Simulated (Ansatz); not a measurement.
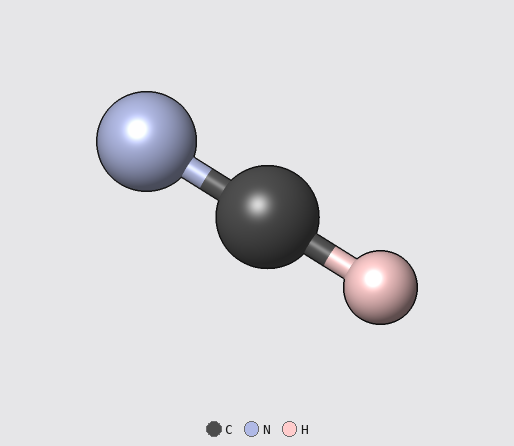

Rendered structure (ball-and-stick style).

**Give the formula.**

CHN, 3 atoms: 1 carbon, 1 hydrogen and 1 nitrogen.

**Count the bonded pairs by element.**

1 C–N, 1 C–H. Sticks follow a distance rule.

**Which point group does it belong to?**

C∞v.

The parts below concern this one geometry. Atoms keep their numbers from picture to picture. The computed structure is the end point of a PBE0-D4/def2-TZVP optimisation. No frequency run is at hand to confirm it as a minimum.

**Geometry**

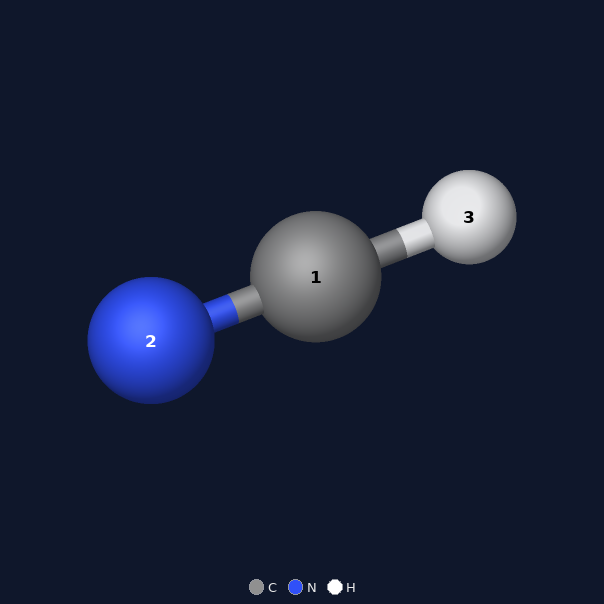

The atoms are numbered. No frequency run is at hand to confirm it as a minimum.

What are the angles N2–C1–H3?

```tsv
angle	degrees
N2–C1–H3	180.0
```

**Dipole moment**

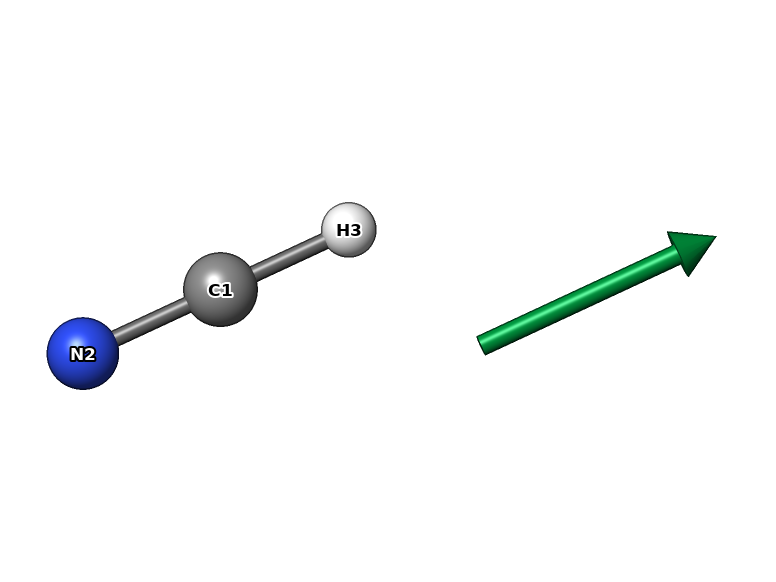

The arrow beside the molecule shows the direction of the dipole moment, from the negative to the positive end (its length means nothing). No frequency run is at hand to confirm it as a minimum. Method: RKS PBE0-D4/def2-TZVP (Ansatz 0.2.0).

**How large is the dipole moment?**

3.03 D; it points from the side of N2 to the side of H3 (the outermost atoms at the two ends).

**Electronic properties**

No frequency run is at hand to confirm it as a minimum. Level of theory: RHF-CCSD(T), frozen core/def2-TZVPPD (Ansatz 0.2.0).

**What is the T1 diagnostic?**

0.014.

**Charges**

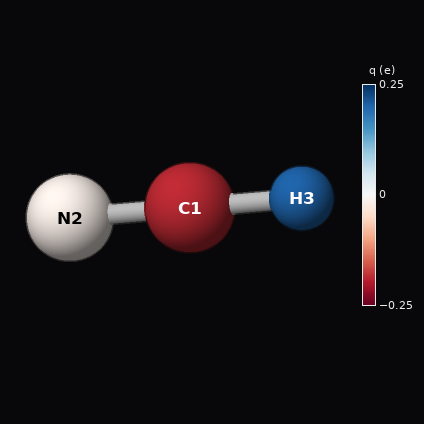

Atoms are coloured by their Mulliken charges. No frequency run is at hand to confirm it as a minimum. Method: RKS PBE0-D4/def2-TZVP (Ansatz 0.2.0).

List the Mulliken charges.

```
atom  value (e)
  C1      −0.19
  N2      −0.02
  H3       0.20
```

Mulliken values depend strongly on the basis set and can even reverse the polarity of a bond.
